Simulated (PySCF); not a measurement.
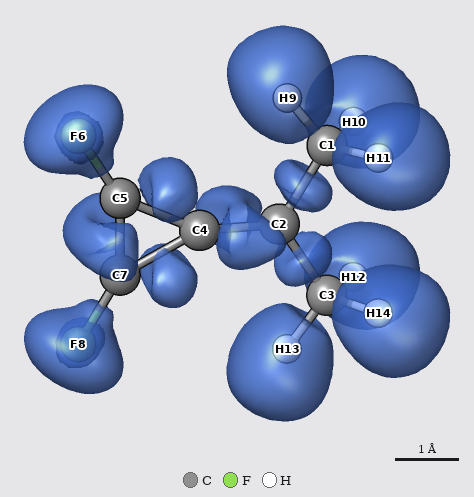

The picture shows: C₆H₆F₂. Isosurface of the electron localisation function at 0.75 (blue), seen at a tilt. Only the valence region is drawn (cores and ρ < 0.01 e/Å³ removed).

Geometry: GFN2-xTB.

These are results of PBE0/def2-SVPD, SCF density, gas phase (PySCF), not measurements.

```xyz
14

C    -1.2080   -0.6392    1.0896
C    -0.4001    0.0430    0.0224
C    -1.1571    0.8974   -0.9543
C     0.9028   -0.0991   -0.0531
C     2.1942   -0.6352    0.3936
F     2.8567   -1.3842    1.2506
C     2.2179    0.1529   -0.6551
F     2.9200    0.7532   -1.5939
H    -0.5714   -1.2301    1.7418
H    -1.9515   -1.2946    0.6371
H    -1.7362    0.0998    1.6912
H    -1.8988    0.2986   -1.4816
H    -0.4859    1.3436   -1.6822
H    -1.6832    1.6933   -0.4284
```

### Where are the electrons localised?

The surface consists of six regions between bonded C–C atoms (shared pairs), six regions around hydrogen nuclei and two regions on F in which the atom's valence shell and bonds are merged. Profiles from the grid: C–C (1.31 Å): the ELF peaks at about 0.80 between the atoms (a multiple bond). C–F (1.32 Å): the ELF peaks at about 0.85 between the atoms (a polar covalent bond).
